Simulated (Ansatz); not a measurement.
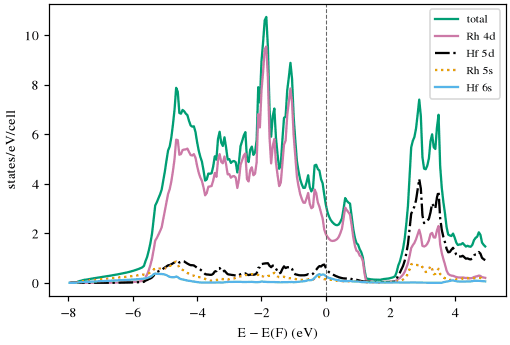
*Total and projected density of states of HfRh₃ (Cu3Au type, Pm-3m), r²SCAN in the plane-wave PAW code Ansatz*

### Question
Which orbitals carry the states next to the Fermi level?

### Answer
Within 0.5 eV of the Fermi level: Rh 4d 73 %, Hf 5d 13 %, Hf 6s 6 %. Projections are on Löwdin-orthogonalised atomic valence shells; empty p or d shells of many metals are not among them.

### Question
Where is the tallest occupied peak in this window, and what makes it?

### Answer
Near -1.9 eV, about 11 states/eV per cell; the largest projected share is Rh 4d.

The first step of the workflow began from a Materials Project structure, measured or hypothetical; the Crystallography Open Database files this formula in space group No. 221, but the cells were not matched. Whether it is the stable phase at ambient conditions was not checked. The r²SCAN relaxation kept the symmetry of its start; whether a distortion lowers the energy is not shown. The run is not spin-polarised. Spin–orbit coupling is left out wherever it is not named.

Potentials: the later of the program's two PAW sets.
